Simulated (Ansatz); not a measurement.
# SiPH6OF: nudged elastic band

System: SiPH6OF.
Method: RKS PBE0-D4/6-31G* (Ansatz 0.2.0).

It belongs to a series of runs on one base structure; here: band between the two ends. Figures and captions count atoms from 1; the log counts them from 0 in places.

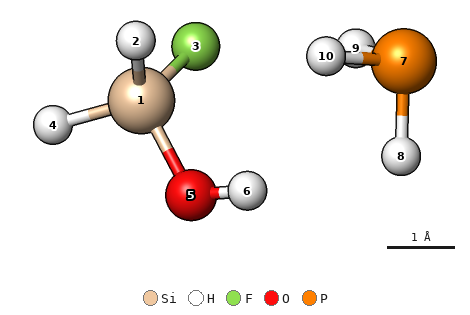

Fig. 1: The starting structure (ball-and-stick view, seen at a tilt; atoms are numbered from 1 in the order of the input).

### The input
```yaml
crystal:
  periodic: [false, false, false]
  atoms:
    - { symbol: Si, position_ang: [-0.249983, 0.427185, -0.133799] }
    - { symbol: H, position_ang: [-0.084384, 0.707055, 1.317553] }
    - { symbol: F, position_ang: [1.234045, 0.356182, -0.751532] }
    - { symbol: H, position_ang: [-1.011627, 1.478305, -0.841021] }
    - { symbol: O, position_ang: [-1.068429, -0.974648, -0.393919] }
    - { symbol: H, position_ang: [-0.757817, -1.748442, 0.092308] }
    - { symbol: P, position_ang: [1.795624, -2.856848, 1.376508] }
    - { symbol: H, position_ang: [0.740328, -3.502826, 0.669654] }
    - { symbol: H, position_ang: [2.038398, -1.912056, 0.344467] }
    - { symbol: H, position_ang: [0.917443, -1.991407, 2.08888] }
basis:
  gaussian: { orbitals: "6-31G*" }
hamiltonian:
  xc: pbe0
  dispersion: d4
neb:
  order_check: false
  images: 7
  f_tol: 0.05
  max_iterations: 60
  spring: { min: 2.0, max: 10.0 }
  final_atoms:
    - { symbol: Si, position_ang: [0.27877822, -0.405957, -0.43031653] }
    - { symbol: H, position_ang: [-0.0800992, -0.0383878, 2.99065652] }
    - { symbol: F, position_ang: [1.07123735, 0.23595921, -1.67740141] }
    - { symbol: H, position_ang: [-0.15855876, 0.67960737, 0.47380151] }
    - { symbol: O, position_ang: [-1.11666107, -1.11891158, -0.94164515] }
    - { symbol: H, position_ang: [-1.03151735, -1.92095082, -1.47094511] }
    - { symbol: P, position_ang: [1.75895933, -1.77215053, 0.57274497] }
    - { symbol: H, position_ang: [0.76983953, -2.53554803, 1.25284896] }
    - { symbol: H, position_ang: [1.85078539, -2.67393262, -0.5259752] }
    - { symbol: H, position_ang: [0.21083457, -0.46722819, 3.52533044] }
  initial_path:
    images:
      - { positions_ang: [[-0.249983, 0.427185, -0.133799], [-0.084384, 0.707055, 1.317553], [1.234045, 0.356182, -0.751532], [-1.011627, 1.478305, -0.841021], [-1.068429, -0.974648, -0.393919], [-0.757817, -1.748442, 0.092308], [1.795624, -2.856848, 1.376508], [0.740328, -3.502826, 0.669654], [2.038398, -1.912056, 0.344467], [0.917443, -1.991407, 2.08888]] }
      - { positions_ang: [[-0.19150796, 0.31878603, -0.10071808], [-0.06825434, 0.52900588, 1.44029482], [1.29658537, 0.27177355, -0.6956137], [-0.93941838, 1.40194375, -0.75326086], [-0.99705716, -1.07870481, -0.43581632], [-0.87616893, -1.77721823, 0.12177806], [1.67414269, -2.62996456, 1.22854596], [0.68862636, -3.41021522, 0.6684823], [2.14974575, -1.95216201, 0.25724972], [0.81690459, -1.69074438, 2.0381571]] }
      - { positions_ang: [[-0.13303292, 0.21038705, -0.06763716], [-0.05212468, 0.35095676, 1.56303664], [1.35912575, 0.18736509, -0.6396954], [-0.86720977, 1.3255825, -0.66550072], [-0.92568531, -1.18276162, -0.47771365], [-0.99452085, -1.80599446, 0.15124813], [1.55266139, -2.40308112, 1.08058391], [0.63692472, -3.31760444, 0.6673106], [2.26109349, -1.99226801, 0.17003245], [0.71636619, -1.39008175, 1.9874342]] }
      - { positions_ang: [[-0.07455788, 0.10198808, -0.03455624], [-0.03599502, 0.17290763, 1.68577846], [1.42166612, 0.10295664, -0.5837771], [-0.79500115, 1.24922125, -0.57774058], [-0.85431347, -1.28681843, -0.51961097], [-1.11287278, -1.83477069, 0.18071819], [1.43118008, -2.17619768, 0.93262187], [0.58522308, -3.22499366, 0.6661389], [2.37244124, -2.03237402, 0.08281517], [0.61582778, -1.08941913, 1.93671131]] }
      - { positions_ang: [[-0.01608283, -0.00641089, -0.00147532], [-0.01986537, -0.00514149, 1.80852028], [1.4842065, 0.01854819, -0.5278588], [-0.72279254, 1.17285999, -0.48998044], [-0.78294163, -1.39087524, -0.56150829], [-1.2312247, -1.86354692, 0.21018826], [1.30969877, -1.94931424, 0.78465982], [0.53352143, -3.13238288, 0.6649672], [2.48378898, -2.07248003, -0.00440211], [0.51528938, -0.7887565, 1.88598841]] }
      - { positions_ang: [[0.05763243, -0.10629742, -0.10868562], [-0.03492383, -0.01345307, 2.10405434], [1.38096421, 0.07290094, -0.81524446], [-0.58173409, 1.04954684, -0.24903496], [-0.86637149, -1.32288432, -0.65654251], [-1.18129786, -1.8778979, -0.21009508], [1.42201391, -1.90502331, 0.73168111], [0.59260096, -2.98317416, 0.81193764], [2.32553808, -2.22284317, -0.13479538], [0.43917568, -0.70837442, 2.29582392]] }
      - { positions_ang: [[0.13134769, -0.20618395, -0.21589592], [-0.04998228, -0.02176465, 2.3995884], [1.27772192, 0.1272537, -1.10263011], [-0.44067565, 0.92623368, -0.00808947], [-0.94980135, -1.25489341, -0.75157672], [-1.13137103, -1.89224887, -0.63037842], [1.53432905, -1.86073238, 0.67870239], [0.65168048, -2.83396545, 0.95890808], [2.16728718, -2.37320632, -0.26518865], [0.36306197, -0.62799235, 2.70565942]] }
      - { positions_ang: [[0.20506296, -0.30607047, -0.32310622], [-0.06504074, -0.03007622, 2.69512246], [1.17447963, 0.18160645, -1.39001576], [-0.29961721, 0.80292052, 0.23285602], [-1.03323121, -1.1869025, -0.84661094], [-1.08144419, -1.90659985, -1.05066177], [1.64664419, -1.81644145, 0.62572368], [0.71076001, -2.68475674, 1.10587852], [2.00903628, -2.52356947, -0.39558193], [0.28694827, -0.54761027, 3.11549493]] }
      - { positions_ang: [[0.27877822, -0.405957, -0.43031653], [-0.0800992, -0.0383878, 2.99065652], [1.07123735, 0.23595921, -1.67740141], [-0.15855876, 0.67960737, 0.47380151], [-1.11666107, -1.11891158, -0.94164515], [-1.03151735, -1.92095082, -1.47094511], [1.75895933, -1.77215053, 0.57274497], [0.76983953, -2.53554803, 1.25284896], [1.85078539, -2.67393262, -0.5259752], [0.21083457, -0.46722819, 3.52533044]] }
```

Launch command:
```bash
ansatz run input.yaml --threads 1 --pin off --max-ram 2048MiB --backend cpu --events-out ev --progress --plain --runs-dir out
```

### Output
```
Engine: ansatz 0.2.0, aarch64-unknown-linux-gnu
Functional definition: PBE0
  parameter a = 0.25
  parameter kappa = 0.804
  parameter beta = 0.06672455060314922
  exchange = (1 - a)*pbe_x(kappa = kappa, mu = beta*pi^2/3) + a*exact_x
  correlation = pbe_c(beta = beta)
827 factors; integrals over basis functions are off by at most 5.9e-4 eV
mean field evaluation 1: about -22012.8825 eV, gradient 5.1e1 eV
mean field evaluation 2: about -22007.2394 eV, gradient 7.6e1 eV
mean field evaluation 4: about -22017.1320 eV, gradient 2.8e0 eV
mean field evaluation 8: about -22017.1636 eV, gradient 9.5e-2 eV
mean field evaluation 16: about -22017.1636 eV, gradient 2.3e-5 eV
mean field -22017.16363323 eV, -809.1158397517 hartree, gradient 2.3e-5 eV, S^2 0.000000; 0 other end points of the search recorded, 0 dependent functions left out
the calculation of the forces begins
reference -22017.16366271 eV, -809.1158408352 hartree; 26, 26 occupied and 54, 54 virtual orbitals, 827 factors
828 factors; integrals over basis functions are off by at most 9.0e-4 eV
mean field -22017.14208685 eV, -809.1150479370 hartree, gradient 4.5e-5 eV, S^2 0.000000; 0 other end points of the search recorded, 0 dependent functions left out
[... from here on the field's lines of each further geometry are left out, up to the last ...]
NEB iter   1: max|band force component| = 4.474e1 eV/Å  barrier→ = 7.5973 eV  barrier← = 7.5942 eV  Δτ_max = 0.2000 Å  (228 SCF iters)
NEB iter   2: max|band force component| = 3.566e0 eV/Å  barrier→ = 3.8492 eV  barrier← = 3.8460 eV  Δτ_max = 0.2000 Å  (209 SCF iters)
NEB iter   3: max|band force component| = 2.278e0 eV/Å  barrier→ = 3.2236 eV  barrier← = 3.2204 eV  Δτ_max = 0.2000 Å  (193 SCF iters)
NEB iter   4: max|band force component| = 1.313e0 eV/Å  barrier→ = 2.8858 eV  barrier← = 2.8826 eV  Δτ_max = 0.1943 Å  (193 SCF iters)
NEB iter   5: max|band force component| = 1.049e0 eV/Å  barrier→ = 2.8077 eV  barrier← = 2.8045 eV  Δτ_max = 0.1962 Å  (192 SCF iters)
NEB iter   6: max|band force component| = 3.648e0 eV/Å  barrier→ = 3.5038 eV  barrier← = 3.5006 eV  Δτ_max = 0.0997 Å  (196 SCF iters)
NEB iter   7: max|band force component| = 1.828e0 eV/Å  barrier→ = 2.8652 eV  barrier← = 2.8621 eV  Δτ_max = 0.1646 Å  (196 SCF iters)
NEB iter   8: max|band force component| = 6.842e-1 eV/Å  barrier→ = 2.7173 eV  barrier← = 2.7141 eV  Δτ_max = 0.1498 Å  (192 SCF iters)
NEB iter   9: max|band force component| = 5.843e-1 eV/Å  barrier→ = 2.6841 eV  barrier← = 2.6810 eV  Δτ_max = 0.0931 Å  (195 SCF iters)
NEB iter  10: max|band force component| = 1.449e0 eV/Å  barrier→ = 2.6440 eV  barrier← = 2.6408 eV  CI = image 3  Δτ_max = 0.1361 Å  (190 SCF iters)
NEB iter  11: max|band force component| = 7.434e-1 eV/Å  barrier→ = 2.8739 eV  barrier← = 2.8707 eV  CI = image 3  Δτ_max = 0.2000 Å  (198 SCF iters)
NEB iter  12: max|band force component| = 6.750e-1 eV/Å  barrier→ = 2.8603 eV  barrier← = 2.8571 eV  CI = image 3  Δτ_max = 0.1579 Å  (193 SCF iters)
NEB iter  13: max|band force component| = 4.211e-1 eV/Å  barrier→ = 2.8487 eV  barrier← = 2.8455 eV  CI = image 3  Δτ_max = 0.0575 Å  (198 SCF iters)
NEB iter  14: max|band force component| = 1.971e-1 eV/Å  barrier→ = 2.8429 eV  barrier← = 2.8397 eV  CI = image 3  Δτ_max = 0.0960 Å  (197 SCF iters)
NEB iter  15: max|band force component| = 1.817e-1 eV/Å  barrier→ = 2.8385 eV  barrier← = 2.8354 eV  CI = image 3  Δτ_max = 0.0595 Å  (194 SCF iters)
NEB iter  16: max|band force component| = 1.765e-1 eV/Å  barrier→ = 2.8359 eV  barrier← = 2.8327 eV  CI = image 3  Δτ_max = 0.0567 Å  (195 SCF iters)
NEB iter  17: max|band force component| = 1.207e-1 eV/Å  barrier→ = 2.8342 eV  barrier← = 2.8311 eV  CI = image 3  Δτ_max = 0.0411 Å  (195 SCF iters)
NEB iter  18: max|band force component| = 7.131e-2 eV/Å  barrier→ = 2.8339 eV  barrier← = 2.8307 eV  CI = image 3  Δτ_max = 0.0268 Å  (198 SCF iters)
NEB iter  19: max|band force component| = 9.495e-2 eV/Å  barrier→ = 2.8336 eV  barrier← = 2.8305 eV  CI = image 3  Δτ_max = 0.0117 Å  (192 SCF iters)
NEB iter  20: max|band force component| = 7.034e-2 eV/Å  barrier→ = 2.8334 eV  barrier← = 2.8302 eV  CI = image 3  Δτ_max = 0.0134 Å  (161 SCF iters)
NEB iter  21: max|band force component| = 5.079e-2 eV/Å  barrier→ = 2.8332 eV  barrier← = 2.8300 eV  CI = image 3  Δτ_max = 0.0096 Å  (162 SCF iters)
the calculation of the forces begins
reference -22016.95606688 eV, -809.1082118289 hartree; 26, 26 occupied and 54, 54 virtual orbitals, 827 factors
827 factors; integrals over basis functions are off by at most 7.3e-4 eV
mean field evaluation 1248: about -22009.7940 eV, gradient 5.1e1 eV
mean field -22014.29886216 eV, -809.0105613568 hartree, gradient 1.9e-5 eV, S^2 0.000000; 1 other end points of the search recorded, 0 dependent functions left out
the calculation of the forces begins
reference -22014.29888934 eV, -809.0105623557 hartree; 26, 26 occupied and 54, 54 virtual orbitals, 827 factors
NEB iter  22: max|band force component| = 3.934e-2 eV/Å  barrier→ = 2.8330 eV  barrier← = 2.8299 eV  CI = image 3  Δτ_max = 0.0000 Å  (333 SCF iters)
```

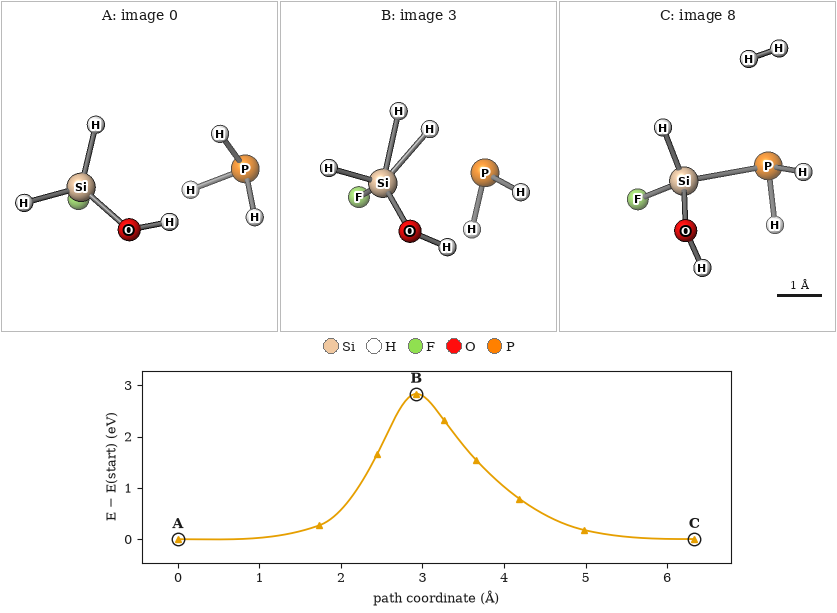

Fig. 2: Images of the last band (counted from 0; ball-and-stick, seen at a tilt) above the energy along the path; the line is a cubic interpolation that uses the forces. The highest image is number 3, 2.833 eV above the start and 2.830 eV above the end (the climbing image); the end lies 0.003 eV above the start. The path is 6.34 Å long. The band converged in 22 iterations.

```
Total energy: -22014.47734794 eV, -809.0171205883 hartree
Atom 0 at     0.046634    -0.138959     0.072677 Å, force    -0.009713     0.010938     0.000610 eV/Å
Atom 1 at     0.036101     0.226688     1.740243 Å, force     0.004008    -0.010479    -0.005924 eV/Å
Atom 2 at     1.433945     0.286120    -0.610222 Å, force    -0.007873    -0.007161    -0.002590 eV/Å
Atom 3 at    -0.756544     1.096930    -0.046174 Å, force     0.007338    -0.004122     0.001566 eV/Å
Atom 4 at    -1.016534    -1.221300    -0.542935 Å, force     0.007451     0.000486    -0.000386 eV/Å
Atom 5 at    -0.720284    -2.141784    -0.541451 Å, force     0.002773     0.003587     0.002114 eV/Å
Atom 6 at     1.547783    -2.103347     1.125382 Å, force     0.009517    -0.000663    -0.006323 eV/Å
Atom 7 at     0.518504    -3.085440     1.190014 Å, force    -0.005379    -0.002363    -0.000613 eV/Å
Atom 8 at     1.891406    -2.363648    -0.226561 Å, force    -0.000570     0.001528     0.005465 eV/Å
Atom 9 at     0.572588    -0.572761     1.608126 Å, force    -0.007552     0.008250     0.006080 eV/Å
Dipole moment:    -0.282438    -0.111103     0.041492 e Å
this run last wrote the band of iteration 22 to [file]
```

### The last band as extended XYZ (Å, eV, eV/Å)
```
10
Properties=species:S:1:pos:R:3:forces:R:3 image=0 energy=-22017.31036
Si   -0.2500    0.4272   -0.1338   -0.0189   0.0011   0.0064
H    -0.0844    0.7071    1.3176    0.0022   0.0001  -0.0004
F     1.2340    0.3562   -0.7515    0.0164   0.0001  -0.0071
H    -1.0116    1.4783   -0.8410    0.0007  -0.0024  -0.0002
O    -1.0684   -0.9746   -0.3939   -0.0001   0.0053  -0.0022
H    -0.7578   -1.7484    0.0923    0.0000  -0.0030   0.0028
P     1.7956   -2.8568    1.3765   -0.0135  -0.0008  -0.0013
H     0.7403   -3.5028    0.6697    0.0097   0.0068   0.0077
H     2.0384   -1.9121    0.3445   -0.0007   0.0018   0.0008
H     0.9174   -1.9914    2.0889    0.0043  -0.0089  -0.0065
10
Properties=species:S:1:pos:R:3:forces:R:3 image=1 energy=-22017.04053
Si   -0.1689    0.1984    0.0512   -0.1555   0.2082  -0.0573
H    -0.0820    0.2683    1.5375   -0.0831   0.0087  -0.1091
F     1.3308    0.2701   -0.5312   -0.1046   0.0433   0.0313
H    -0.9169    1.3747   -0.3980   -0.1489   0.1886  -0.2500
O    -0.9854   -1.0986   -0.5432   -0.0305   0.0894  -0.0134
H    -0.6446   -1.9954   -0.4449    0.0703   0.1329   0.1083
P     1.6980   -2.4259    1.3459    0.1522  -0.2937   0.1024
H     0.4775   -3.1522    1.2504    0.0084  -0.0879   0.0344
H     1.8232   -2.2665   -0.0629   -0.0179   0.0562   0.1063
H     1.0220   -1.1905    1.5643    0.3096  -0.3457   0.0473
10
Properties=species:S:1:pos:R:3:forces:R:3 image=2 energy=-22015.64449
Si   -0.0377    0.0095    0.1052   -0.6708   1.0623   0.2861
H    -0.0010    0.2566    1.6406   -0.2808   0.1576  -0.6827
F     1.4112    0.2391   -0.5689   -0.2839  -0.2497   0.2809
H    -0.8069    1.1966   -0.1592   -0.4911   0.6667  -0.7037
O    -0.9748   -1.1915   -0.5222    0.2756   0.1781   0.2019
H    -0.7064   -2.1180   -0.5278    0.1273   0.1259   0.1157
P     1.5850   -2.1635    1.2349    0.3544  -0.3778   0.7064
H     0.4921   -3.0733    1.2171   -0.0389   0.0718   0.1279
H     1.8412   -2.3048   -0.1697   -0.3095   0.5264   0.3056
H     0.7508   -0.8683    1.5190    1.3176  -2.1613  -0.6380
10
Properties=species:S:1:pos:R:3:forces:R:3 image=3 energy=-22014.47732
Si    0.0466   -0.1390    0.0727   -0.0097   0.0109   0.0006
H     0.0361    0.2267    1.7402    0.0040  -0.0105  -0.0059
F     1.4339    0.2861   -0.6102   -0.0079  -0.0072  -0.0026
H    -0.7565    1.0969   -0.0462    0.0073  -0.0041   0.0016
O    -1.0165   -1.2213   -0.5429    0.0075   0.0005  -0.0004
H    -0.7203   -2.1418   -0.5415    0.0028   0.0036   0.0021
P     1.5478   -2.1033    1.1254    0.0095  -0.0007  -0.0063
H     0.5185   -3.0854    1.1900   -0.0054  -0.0024  -0.0006
H     1.8914   -2.3636   -0.2266   -0.0006   0.0015   0.0055
H     0.5726   -0.5728    1.6081   -0.0076   0.0083   0.0061
10
Properties=species:S:1:pos:R:3:forces:R:3 image=4 energy=-22014.98746
Si    0.1049   -0.2457    0.0270    0.4216  -0.7286  -0.3684
H     0.0357    0.2302    1.8479    0.0238   0.0894   0.6464
F     1.4375    0.3238   -0.6668    0.1101   0.1414  -0.3923
H    -0.7221    1.0178    0.0331    0.3502  -0.4704   0.4035
O    -1.0444   -1.2419   -0.5896   -0.1415  -0.0913  -0.3269
H    -0.7392   -2.1592   -0.5645   -0.1550  -0.0744  -0.1316
P     1.5175   -2.0436    1.0355   -0.2718   0.3679  -0.5103
H     0.5422   -3.0796    1.1650    0.0130   0.0590  -0.0740
H     1.9280   -2.3963   -0.2651    0.1901  -0.3249  -0.1544
H     0.4935   -0.4230    1.7466   -0.5405   1.0319   0.9081
10
Properties=species:S:1:pos:R:3:forces:R:3 image=5 energy=-22015.76499
Si    0.1542   -0.3109   -0.0214    0.2117  -0.3448  -0.3487
H     0.0230    0.2357    2.0450   -0.1400   0.2438   0.6813
F     1.4288    0.3483   -0.7587    0.0030  -0.0362  -0.5431
H    -0.6515    0.9380    0.1900    0.3058  -0.3949   0.3511
O    -1.0530   -1.2248   -0.6731    0.0272  -0.0730  -0.3879
H    -0.7952   -2.1551   -0.6449   -0.1988  -0.1185  -0.2459
P     1.5005   -2.0063    0.9341   -0.0848   0.2700  -0.2363
H     0.5446   -3.0611    1.0827   -0.0203   0.1843  -0.0549
H     1.9348   -2.4157   -0.3487    0.0728  -0.1741  -0.0966
H     0.4675   -0.3656    1.9640   -0.1766   0.4435   0.8810
10
Properties=species:S:1:pos:R:3:forces:R:3 image=6 energy=-22016.51965
Si    0.1875   -0.3529   -0.0997    0.1130  -0.0982  -0.2454
H     0.0028    0.2231    2.3109   -0.0865   0.0969   0.4813
F     1.3683    0.3424   -0.9523   -0.1383  -0.1192  -0.4806
H    -0.5570    0.8403    0.3762    0.2189  -0.2180   0.2320
O    -1.0441   -1.2001   -0.7966    0.0439  -0.0165  -0.3062
H    -0.8599   -2.1471   -0.7908   -0.1147  -0.0617  -0.2586
P     1.5133   -1.9646    0.8685    0.0193   0.1152  -0.0306
H     0.5420   -3.0028    1.0160   -0.0247   0.1833   0.0115
H     1.9314   -2.4030   -0.4184    0.0092  -0.0275   0.0040
H     0.4692   -0.3528    2.2552   -0.0400   0.1458   0.5926
10
Properties=species:S:1:pos:R:3:forces:R:3 image=7 energy=-22017.13168
Si    0.2092   -0.3929   -0.2268    0.0029  -0.0154  -0.0846
H    -0.0402    0.1717    2.6632   -0.0319   0.0031   0.1609
F     1.2148    0.3064   -1.2715   -0.0692  -0.0446  -0.1787
H    -0.4005    0.7155    0.5356    0.0886  -0.0617   0.0468
O    -1.0681   -1.1650   -0.9281    0.0199  -0.0086  -0.0614
H    -0.9252   -2.1070   -1.0778   -0.0477   0.0138  -0.1433
P     1.5560   -1.8890    0.8084    0.0206   0.0380  -0.0081
H     0.5552   -2.8821    1.0167    0.0001   0.0736   0.0322
H     1.9655   -2.4232   -0.4461    0.0196  -0.0251   0.0169
H     0.4868   -0.3518    2.6954   -0.0028   0.0268   0.2191
10
Properties=species:S:1:pos:R:3:forces:R:3 image=8 energy=-22017.30718
Si    0.2788   -0.4060   -0.4303   -0.0030  -0.0009  -0.0123
H    -0.0801   -0.0384    2.9907    0.0116  -0.0180   0.0229
F     1.0712    0.2360   -1.6774   -0.0063  -0.0050   0.0122
H    -0.1586    0.6796    0.4738    0.0019  -0.0021  -0.0006
O    -1.1167   -1.1189   -0.9416    0.0026  -0.0012  -0.0053
H    -1.0315   -1.9210   -1.4709    0.0003   0.0061   0.0044
P     1.7590   -1.7722    0.5727   -0.0006  -0.0112   0.0029
H     0.7698   -2.5355    1.2528    0.0068   0.0082  -0.0072
H     1.8508   -2.6739   -0.5260   -0.0023   0.0056   0.0058
H     0.2108   -0.4672    3.5253   -0.0111   0.0185  -0.0227
```

### Key numbers

| quantity | value |
| --- | --- |
| outcome | converged |
| barrier, forward | 2.833 eV |
| barrier, backward | 2.830 eV |
| hardware | 1 thread of Arm Neoverse V1, 24 GiB of memory available, shared host |
| wall time | 9.8 min |
| peak memory | 0.16 GiB |

The order of the saddle point was not checked.
